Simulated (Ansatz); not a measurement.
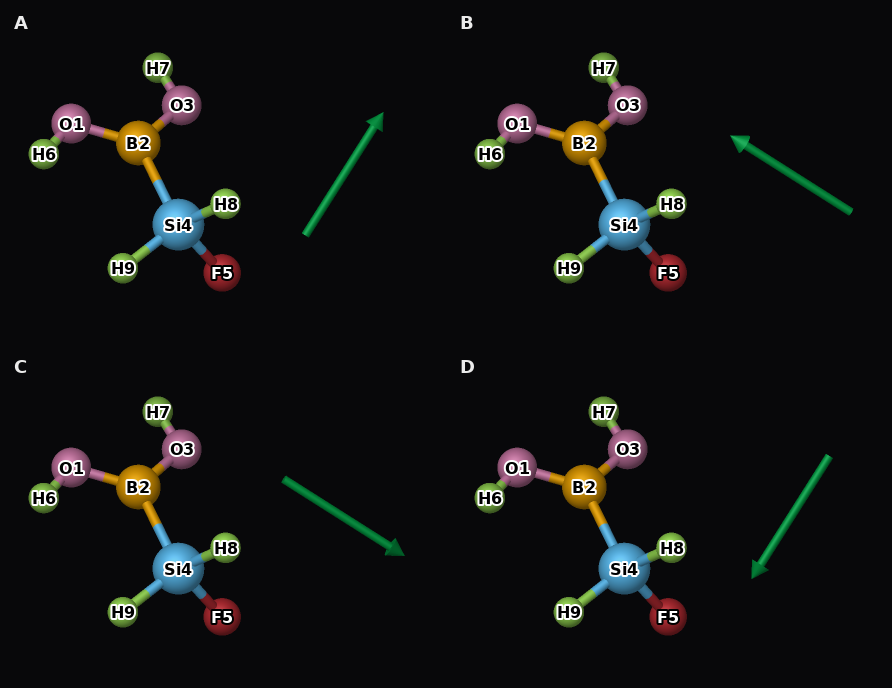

The same molecule four times, each with an arrow. The geometry was computed by an optimisation with PBE-D4/def2-SVP. No frequency run is at hand to confirm it as a minimum. Method: RKS PBE-D4/def2-SVP (Ansatz 0.2.0).

**Which arrow points along the dipole moment, from the negative to the positive end?**

B. The dipole moment is 2.84 D; it points from the side of F5 to the side of H6 (the outermost atoms at the two ends).
